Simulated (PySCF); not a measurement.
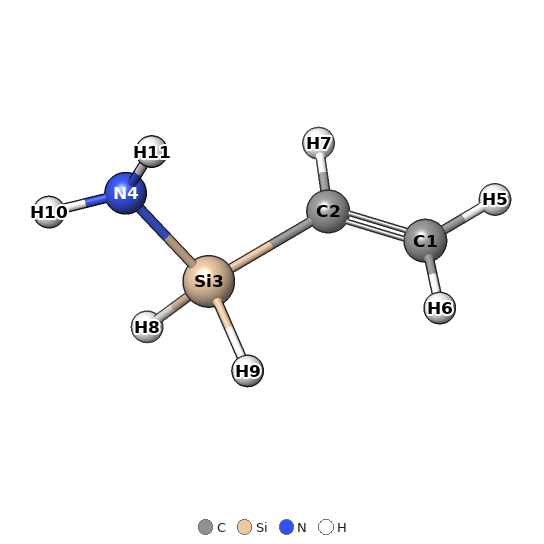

Computed geometry: PBE0-D3(BJ)/def2-SVP optimisation. No frequency run is at hand to confirm it as a minimum. Properties computed with delta-SCF UKS SCAN, pcX-2 on the ionised atom, pcseg-1 elsewhere, spin-free X2C (PySCF 2.14.0).

Give the core-electron binding energies (to vacuum; p and d levels without spin–orbit splitting) of C1 1s, C2 1s, Si3 1s, Si3 2p, N4 1s.

```tsv
atom	level	binding energy (eV)
C1	1s	290.5
C2	1s	290.0
Si3	1s	1846.5
Si3	2p	106.9
N4	1s	404.6
```
